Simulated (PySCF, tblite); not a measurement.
# C₄H₃F₃NO₂ radical: geometry, infrared bands and EPR parameters

What infrared bands and EPR parameters should C₄H₃F₃NO₂ radical (`O=[C]N/C=C\OC(F)(F)F`) show?

The runs use tblite 0.8.0 and PySCF 2.14.0, with density-fitted response routines of our own; the level of theory stands in each step. All values are computed, except where a source is named. Atoms are numbered from 0 throughout.

### Step 1. The molecule as given

13 atoms, charge 0, multiplicity 2; geometry from: force field or distance geometry start.

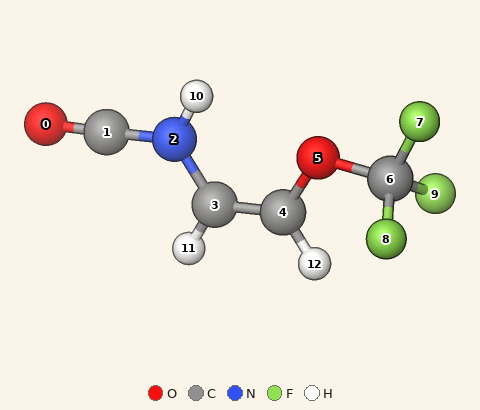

The starting geometry (oxygen red, carbon grey, nitrogen blue, fluorine green, hydrogen white), atoms numbered.

### Step 2. Relaxing the molecule with GFN2-xTB

The job: settings as JSON, then the geometry in Å.

```
{"job": {"kind": "relax", "xc": "GFN2-xTB", "basis": "xTB"}, "charge": 0, "multiplicity": 2}
O      4.216600     0.535800     0.495900
C      3.064100     0.291500     0.355900
N      1.776400    -0.006400     0.221000
C      0.977600     0.698400    -0.662600
C     -0.320000     0.407000    -0.800100
O     -0.949300    -0.591100    -0.107600
C     -2.326100    -0.717100    -0.426100
F     -2.849800    -1.715600     0.315500
F     -2.981100     0.419400    -0.136800
F     -2.490200    -1.011400    -1.726400
H      1.383200    -0.759300     0.775200
H      1.443000     1.487000    -1.224400
H     -0.948700     0.962300    -1.490400
```

Command:

```bash
$ OMP_NUM_THREADS=1 python probes_run.py task.json out
```

The driver reads the jobs from task.json and runs them one after another.

What it wrote:

```text
step      E/eV     max force
  0    -958.90863    3.266
  1    -958.99718    6.992
  2    -959.18723    1.008
  3    -959.20585    0.690
  4    -959.21318    0.224
  5    -959.21814    0.171
  6    -959.22128    0.171
  7    -959.22385    0.235
  8    -959.23353    0.558
  9    -958.91612    6.024
 10    -959.24277    0.769
 11    -959.25419    0.915
 12    -959.21217    1.190
 13    -959.21712    0.662
 14    -959.21923    0.116
 15    -959.21995    0.122
 16    -959.22138    0.149
 17    -959.22200    0.100
 18    -959.22321    0.120
 19    -959.22430    0.182
 20    -959.22558    0.180
 21    -959.22698    0.114
 22    -959.22882    0.149
 23    -959.23097    0.284
 24    -959.23332    0.377
 25    -959.23545    0.260
 26    -959.23639    0.198
 27    -959.23772    0.411
 28    -959.23779    0.603
 29    -959.23867    0.744
 30    -959.24127    1.715
 31    -959.23687    2.842
 32    -959.24382    2.546
 33    -959.23902    2.838
 34    -959.24961    2.173
 35    -959.25549    1.883
 36    -959.27101    1.544
 37    -959.31935    1.911
 38    -959.11939    3.890
 39    -959.35410    1.548
 40    -959.37108    1.683
 41    -959.40956    2.404
 42    -959.45619    1.986
 43    -959.52783    1.466
 44    -959.61725    1.384
 45    -959.66730    0.736
 46    -959.67861    2.670
 47    -959.73388    0.649
 48    -959.76244    0.489
 49    -959.80642    0.773
 50    -959.82274    0.617
 51    -959.83538    0.227
 52    -959.83829    0.177
 53    -959.83961    0.231
 54    -959.84043    0.096
 55    -959.84115    0.058
 56    -959.84150    0.057
 57    -959.84182    0.052
 58    -959.84224    0.056
 59    -959.84283    0.051
 60    -959.84344    0.044
 61    -959.84388    0.040
 62    -959.84414    0.048
 63    -959.84436    0.064
 64    -959.84458    0.069
 65    -959.84480    0.053
 66    -959.84496    0.035
 67    -959.84507    0.030
 68    -959.84515    0.034
 69    -959.84524    0.034
 70    -959.84532    0.026
 71    -959.84541    0.029
 72    -959.84554    0.026
 73    -959.84570    0.031
 74    -959.84585    0.030
 75    -959.84597    0.025
 76    -959.84605    0.024
 77    -959.84612    0.028
 78    -959.84619    0.022
 79    -959.84622    0.012
 80    -959.84624    0.011
 81    -959.84625    0.013
 82    -959.84627    0.013
 83    -959.84628    0.009
```

Run time: 0.53 s. Hardware: 1 thread of Arm Neoverse V1, shared host.

Relaxation path: (not every step is listed) (the energy doesn't fall at every step)

```csv
step,energy from step 0 (eV),largest force (eV/Å)
0,0.0000,3.2665
1,-0.0885,6.9920
2,-0.2786,1.0077
3,-0.2972,0.6904
4,-0.3045,0.2238
5,-0.3095,0.1713
6,-0.3126,0.1706
7,-0.3152,0.2354
8,-0.3249,0.5576
15,-0.3113,0.1216
22,-0.3202,0.1486
29,-0.3300,0.7442
36,-0.3624,1.5442
43,-0.6192,1.4662
50,-0.9141,0.6165
57,-0.9332,0.0524
64,-0.9359,0.0687
71,-0.9368,0.0287
78,-0.9376,0.0217
79,-0.9376,0.0124
80,-0.9376,0.0115
81,-0.9376,0.0129
82,-0.9376,0.0128
83,-0.9376,0.0086
```

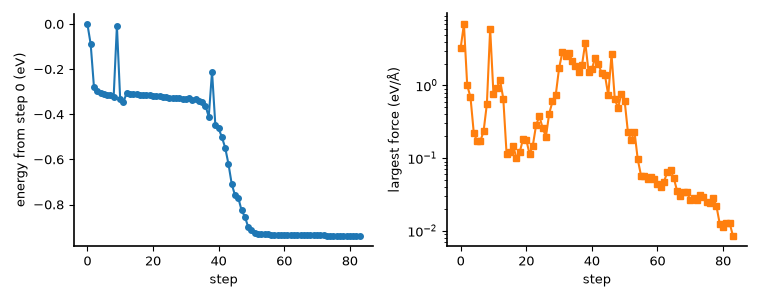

Energy and largest force along the relaxation.

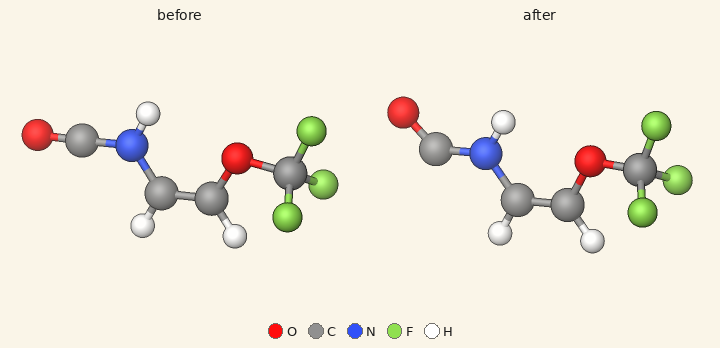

Before and after, at one scale.

Close pairs (by a distance rule), those that changed most:

```csv
bond,before (Å),after (Å),change (Å)
O5–C6,1.419,1.321,-0.098
C4–O5,1.368,1.411,+0.043
C6–F7,1.350,1.325,-0.025
O0–C1,1.186,1.198,+0.012
N2–H10,1.014,1.025,+0.011
C4–H12,1.086,1.076,-0.011
C3–C4,1.337,1.328,-0.009
C3–H11,1.074,1.078,+0.004
```

The final coordinates are the input of the step that follows.

### Step 3. Harmonic vibrations with GFN2-xTB

The job: settings as JSON, then the geometry in Å.

```
{"job": {"kind": "ir", "xc": "GFN2-xTB", "basis": "xTB"}, "charge": 0, "multiplicity": 2}
O      3.953275    -0.008732     0.906257
C      3.084317     0.448252     0.219440
N      1.795915     0.139446     0.092165
C      0.941480     0.798183    -0.769933
C     -0.345746     0.500322    -0.904195
O     -0.909004    -0.541077    -0.136208
C     -2.196061    -0.763839    -0.330113
F     -2.592931    -1.756049     0.452654
F     -2.971394     0.298211    -0.054963
F     -2.496495    -1.104978    -1.594391
H      1.366658    -0.616395     0.636291
H      1.377291     1.594861    -1.351395
H     -1.011693     1.012280    -1.576296
```

What it wrote:

```text
mode    cm-1     km/mol
  1      16.1      2.15
  2      74.0      4.61
  3      78.0      1.37
  4     117.5      2.96
  5     173.8      0.75
  6     245.2      1.72
  7     252.6      8.60
  8     379.0      0.36
  9     389.7      3.70
 10     461.2      1.41
 11     509.8      3.67
 12     542.9     66.68
 13     560.0     23.58
 14     585.3      6.35
 15     622.9    129.15
 16     673.5      8.80
 17     742.6      8.70
 18     856.5     16.20
 19     866.2     98.94
 20    1021.7    283.17
 21    1022.1    240.95
 22    1117.4    253.95
 23    1137.3    246.10
 24    1200.5     27.86
 25    1220.0   1032.98
 26    1258.7     38.97
 27    1264.5      0.90
 28    1362.5    164.20
 29    1718.5     60.29
 30    1865.6    770.18
 31    3108.0      8.68
 32    3129.5      6.57
 33    3141.6      4.15
```

Wall time 0.38 s (1 thread of Arm Neoverse V1, shared host).

The strongest bands and the atoms that carry them (share of the mass-weighted mode):

```csv
cm⁻¹,km/mol,atoms
623,129.2,"H10 68 %, N2 18 %"
1022,283.2,"C6 45 %, O5 16 %, F9 11 %"
1022,240.9,"C6 37 %, O5 19 %, C4 12 %"
1117,253.9,"C6 50 %, F7 13 %"
1137,246.1,"C6 24 %, C3 18 %, N2 13 %, H12 13 %"
1220,1033.0,"C6 58 %, O5 29 %"
1362,164.2,"N2 43 %, C4 13 %, H12 11 %"
1866,770.2,"C1 63 %, O0 35 %"
```

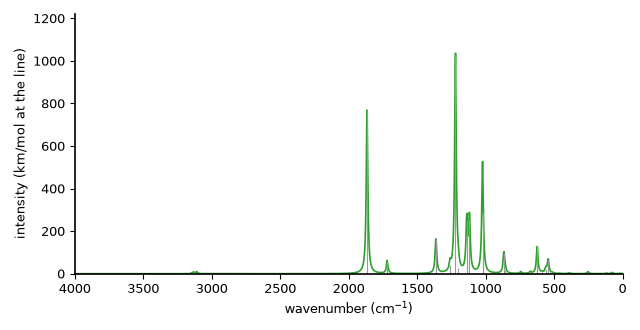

The infrared spectrum from these modes, unscaled. Lines are broadened to a width of 14 cm⁻¹ (Lorentzian).

### Step 4. g tensor and hyperfine couplings: B3LYP/pcH-1

The job, as its differences from that of step 3:

```diff
@@ -1,2 +1,2 @@
-{"job": {"kind": "ir", "xc": "GFN2-xTB", "basis": "xTB"}, "charge": 0, "multiplicity": 2}
+{"job": {"kind": "epr", "basis": "pcH-1"}, "charge": 0, "multiplicity": 2}
 O      3.953275    -0.008732     0.906257
```

With the program's defaults for keys left out, this is: UKS B3LYP, pcH-1 on C F H N O, non-relativistic, mean-field spin-orbit, GIAO.

What it wrote:

```text
UKS, coarse grid
  cycle   1  E = -658.63466944  |g| = 9.34e-01
  cycle   2  E = -657.68115921  |g| = 1.86e+00
  cycle   3  E = -658.87547849  |g| = 3.88e-01
  cycle   4  E = -658.92901968  |g| = 7.87e-02
  cycle   5  E = -658.93074212  |g| = 2.87e-02
  cycle   6  E = -658.93103045  |g| = 1.36e-02
  cycle   7  E = -658.93111138  |g| = 3.75e-03
  cycle   8  E = -658.93111745  |g| = 1.32e-03
  cycle   9  E = -658.93111801  |g| = 6.06e-04
UKS, final grid
  cycle   1  E = -658.93107067  |g| = 8.96e-04
  cycle   2  E = -658.93107026  |g| = 1.45e-03
  cycle   3  E = -658.93107097  |g| = 1.18e-04
  cycle   4  E = -658.93107097  |g| = 6.68e-05
  cycle   5  E = -658.93107098  |g| = 5.51e-05
  cycle   6  E = -658.93107098  |g| = 1.67e-05
E = -658.93107098 Eh   <S^2> = 0.7531 (exact 0.7500)
g shifts (ppm)      1          2          3
  rmc          -233       -233       -233
  gc             45         24        -77
  oz_so       -3310       -170       2232
  total       -3497       -379       1922
hyperfine (MHz)  atom isotope    a_iso     a_fc   dipolar eigenvalues
    0   17O     -46.90     -46.90   -115.45     56.36     59.10
    1   13C     455.85     455.85    -48.09    -44.05     92.14
    2   14N      76.50      76.50     -4.81     -3.41      8.22
    3   13C      11.89      11.89     -1.44     -0.40      1.84
    4   13C      -2.03      -2.03     -2.19      0.63      1.56
    5   17O      -6.08      -6.08     -0.72      0.09      0.63
    6   13C       1.01       1.01     -0.20     -0.17      0.37
    7   19F       0.02       0.02     -0.45     -0.35      0.80
    8   19F       0.37       0.37     -0.66     -0.40      1.07
    9   19F       0.37       0.37     -0.66     -0.40      1.07
   10    1H      86.27      86.27     -6.95     -2.11      9.06
   11    1H      -1.84      -1.84     -4.98     -3.40      8.38
   12    1H       0.48       0.48     -0.85     -0.62      1.47
```

It took 83 s on 1 thread of Arm Neoverse V1, shared host; peak memory 0.97 GiB.

Principal g values 1.99882, 2.00194, 2.00424; g(iso) = 2.00167, against 2.00232 for a free electron.

Mean a(iso) over the nuclei that a row names, and the largest dipolar term of the row (other rows stand at the frozen geometry):

```csv
nuclei,isotope,a(iso) (MHz),"a(iso) (G, at g = 2.0023)",largest dipolar term (MHz)
C1,13C,455.9,162.7,92.1
H10,1H,86.3,30.8,9.1
N2,14N,76.5,27.3,8.2
O0,17O,-46.9,-16.7,-115.5
C3,13C,11.9,4.2,1.8
O5,17O,-6.1,-2.2,-0.7
C4,13C,-2.0,-0.7,-2.2
H11,1H,-1.8,-0.7,8.4
C6,13C,1.0,0.4,0.4
H12,1H,0.5,0.2,1.5
"F7, F8, F9",19F,0.3,0.1,1.1
```

Mulliken spin populations:

O0 0.29; C1 0.65; N2 -0.01; C3 0.01; C4 -0.01; O5 0.00; C6 0.00; F7 0.00; F8 0.00; F9 0.00; H10 0.06; H11 0.01; H12 0.00

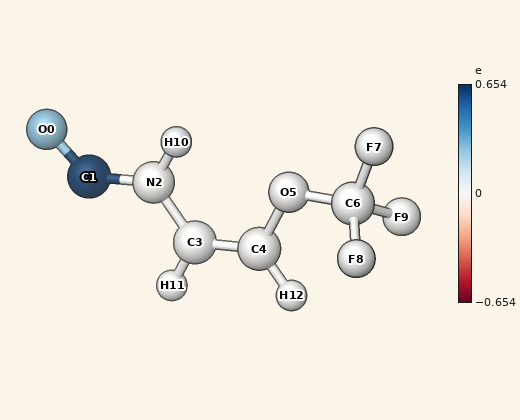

Mulliken spin populations, as colours on the atoms.

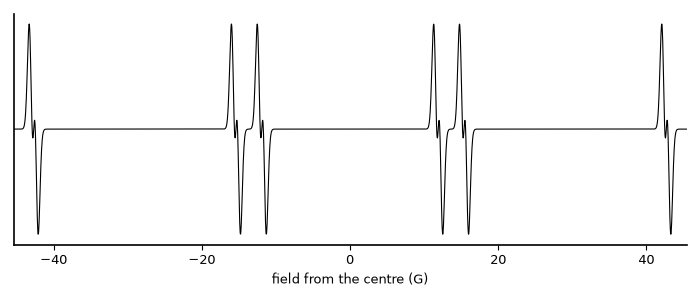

First-order isotropic spectrum (first derivative, main isotopes with spin only, couplings over 0.8 MHz, Gaussian width 0.3 G; couplings of the frozen geometry, rotation of groups not averaged beyond the rows shown).

The fields below are evaluated on a grid from the run's orbitals.

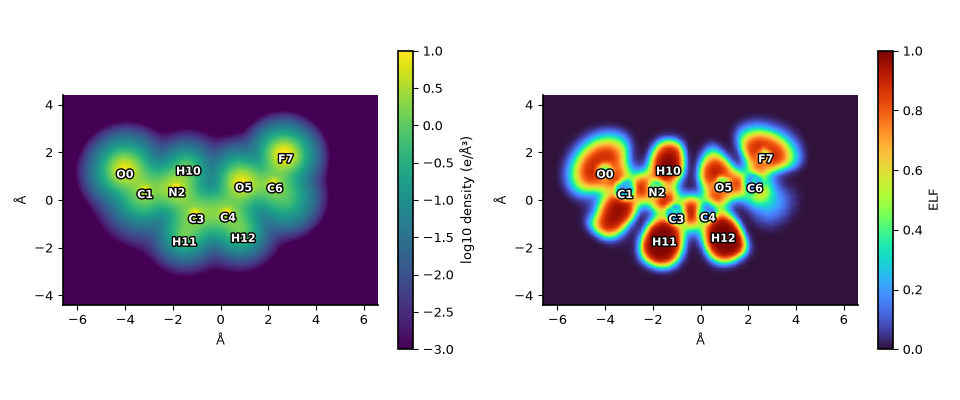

Density (left) and ELF (right) in a plane through or near 11 of the atoms.

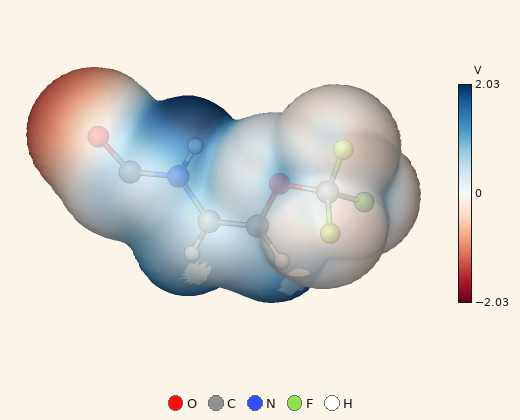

The potential that a unit positive charge feels on the 0.002 e/bohr³ surface, from -1.32 V near O0 to 2.03 V near H10.

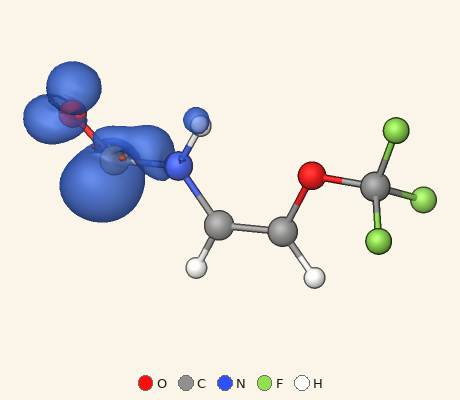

Spin density at ±0.05 e/Å³ (alpha excess blue, beta excess red).

### Step 5. Summary of results

```
                                                                  quantity                   value
                                 strongest single infrared mode (GFN2-xTB)  1220 cm⁻¹, 1033 km/mol
                                              zero-point energy (GFN2-xTB)           45.3 kcal/mol
                                                            g(iso) (B3LYP)                 2.00167
                                                                      ⟨S²⟩      0.753 (exact 0.75)
                                        largest a(iso) (averaged by class)    13C on C1, 455.9 MHz
potential on the surface of density 0.002 e/bohr³, 1st and 99th percentile      -1.32 V and 2.03 V
```

In words: The optimisation took 83 steps and gained 0.938 eV; among the close pairs (by a distance rule), O5–C6 changed most, from 1.419 to 1.321 Å. No mode is imaginary among the 33: a minimum at this level. The strongest single mode, at 1220 cm⁻¹, moves mainly C6 and O5. Unscaled tight-binding wavenumbers are off by several per cent, some by more. Its intensities can rank the bands wrongly. C1 carries the largest spin population, 0.65 e. The isotropic g lies 0.7 ppt below the free-electron value. These values are for one conformer; the search (at its own cheap level) found 2 more, at 0.03, 0.12 kcal/mol (those within 0.05 may be mirror or relabelled copies), and measured spectra average over such forms.
